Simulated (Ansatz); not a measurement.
**CH3GaO (SMILES C[O][Ga]): density, localisation and related maps**

```xyz
6

C     0.9201   -0.2387    0.4186
Ga   -1.6394    0.3820   -1.3942
O    -0.1938    0.0311   -0.3702
H     1.8045   -0.5202   -0.2005
H     1.2144    0.6458    1.0316
H     0.7300   -1.0812    1.1249
```

Geometry: PBE-D3(BJ)/def2-SVP.

Theory: Ansatz 0.2.0, isolated molecule in a Gaussian basis; Kohn-Sham density functional theory, functional PBE0.

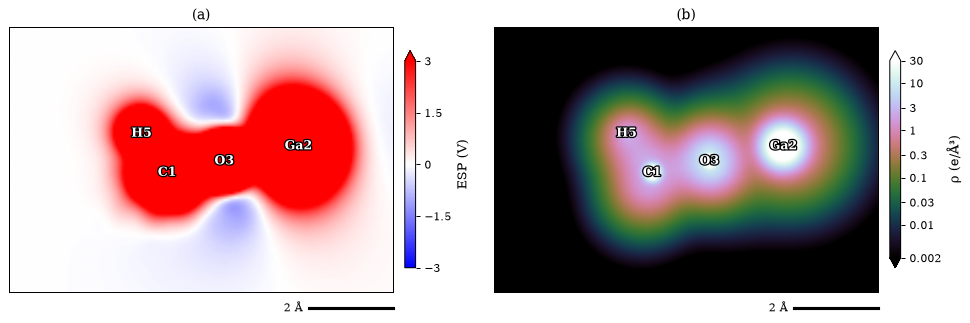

Figure 1. (a) molecular electrostatic potential; (b) total electron density on the plane of atoms O3, C1 and H5.

Question: Interpret the plot.

Answer: The plane passes through C, Ga, O and H nuclei.
C–O (1.39 Å): ρ at the midpoint is about 2.1 e/Å³, with its minimum of 1.8 e/Å³ about 0.5 Å from C.
Ga–O (1.81 Å): the density is about 0.77 e/Å³ at the midpoint.
C–H (1.12 Å): ρ is about 1.9 e/Å³ halfway.
Outside the dense part of the molecule the potential is most negative (−1.2 V) near O3.

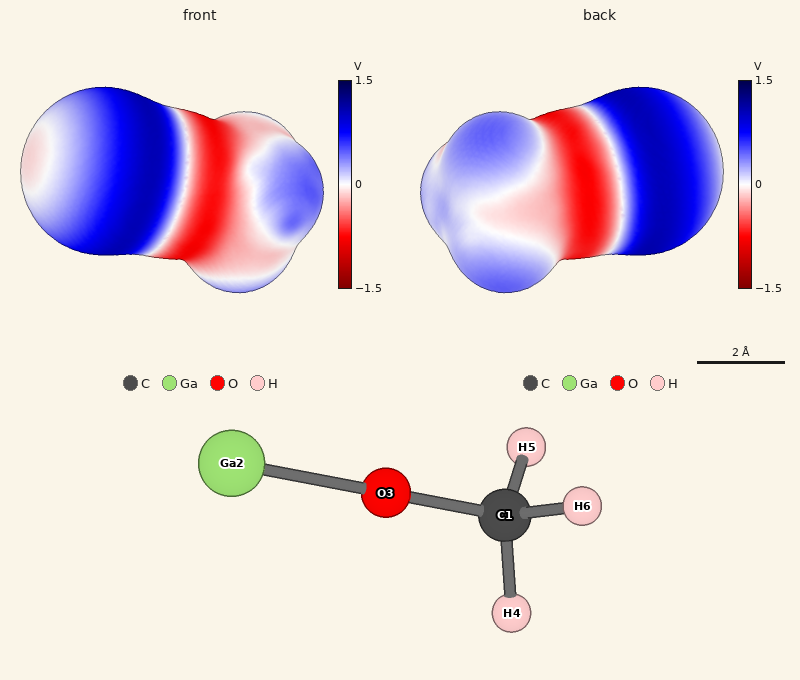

Figure 2. The molecular electrostatic potential painted on the density surface at 0.002 e/bohr³, seen from the front and from behind; the colour scale runs from red (negative) to blue (positive). The bare structure is drawn below in the same view.

Question: Which sites attract a positive test charge, and which a negative one?

Answer: A positive charge is drawn to the negative regions and a negative charge to the positive ones. The most negative region (about −0.8 V) lies over C1 and O3, the most positive (about +1.1 V) over Ga2.

Question: How polar is the molecule by this calculation?

Answer: Its dipole moment is 0.23 D.

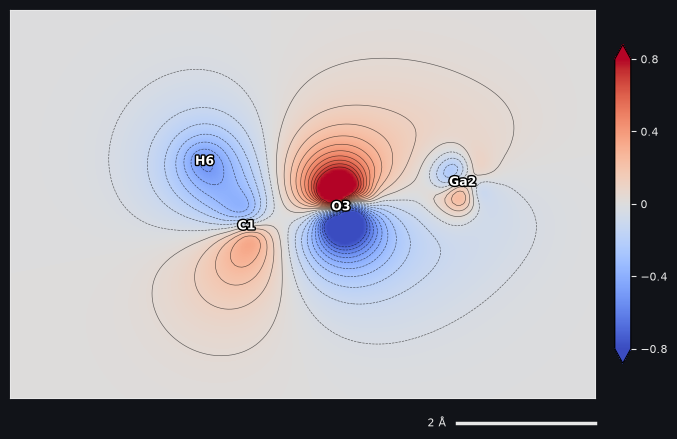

Figure 3. The HOMO−1 on the plane of atoms O3, C1 and H6 (values in Å⁻³ᐟ²; the overall sign is arbitrary).

Question: What is the character of this orbital?

Answer: Its weight (Hirshfeld) is mainly on O3 (about 60 %), C1 (about 15 %) and Ga2 (about 10 %). It is one of a degenerate set, so its orientation is arbitrary. Its energy is −7.63 eV.
